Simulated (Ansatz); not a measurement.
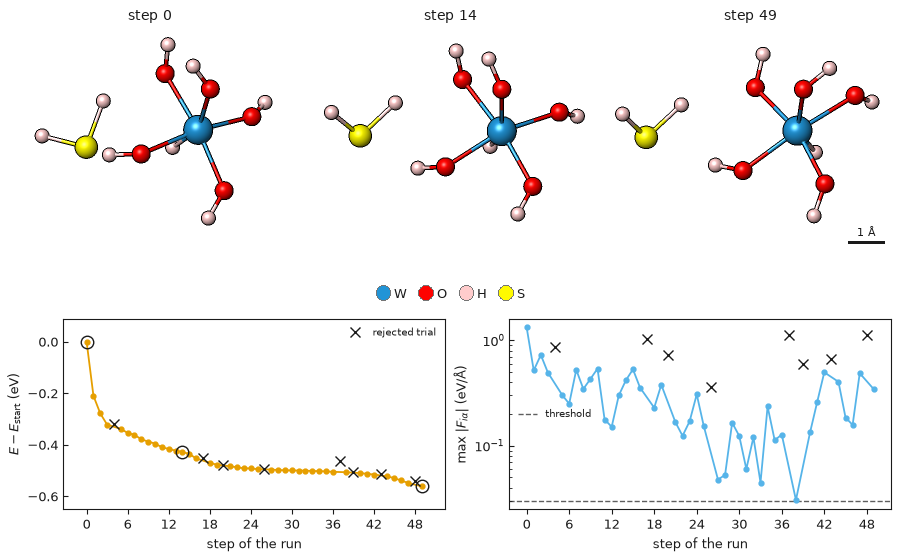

Frames of a relaxation of WH₈SO₅, marked on the history of the run. Style: ball-and-stick. Shown at a tilt.

The run prepares an end point of a later path (reaction) calculation, from a guessed geometry.

Level of theory: RHF/def2-SVP in Ansatz 0.2.0. Set-up: no spin polarisation; force threshold 0.03 eV/Å; at most 50 steps.

**Describe the path.**

The relaxation stopped without meeting its thresholds, so the last structure isn't shown to be converged. It used up its limit of 50 steps. After 41 accepted moves (49 points after the start) the energy has fallen by 0.561 eV. Largest force component: 1.3 eV/Å at the start, 0.34 eV/Å at the end. The line search rejected the trial steps at points 4, 17, 20, 26, 37, 39, 43, 48 of the run. An H atom moves most after the best rigid fit: 1.34 Å. By element the largest moves are H 1.34 Å, S 1.20 Å, O 0.91 Å, W 0.10 Å. Near-neighbour distances that change, for instance: O–W 1.850 → 1.941 Å, H–S 1.371 → 1.336 Å, O–W 1.952 → 1.917 Å, O–W 1.907 → 1.890 Å. Among the angles between lasting bonds that change: W–O–H 148.4° → 121.2°, O–W–O 93.0° → 119.2°, O–W–O 100.0° → 78.7°. The run took 4 min on 4 threads of Intel(R) Xeon(R) Platinum 8259CL CPU @ 2.50GHz (Skylake/Cascade Lake) (shared host), peak memory 0.51 GiB. From step 0 to 14: an H atom moves most (1.23 Å), energy −0.427 eV. From step 14 to 49: an H atom moves most (1.20 Å), energy −0.133 eV.

Limits of the set-up: the start holds two separate molecules, 2.2 Å apart at their closest, whose relative position is a soft coordinate and is computed without a dispersion correction; Hartree-Fock leaves out electron correlation.
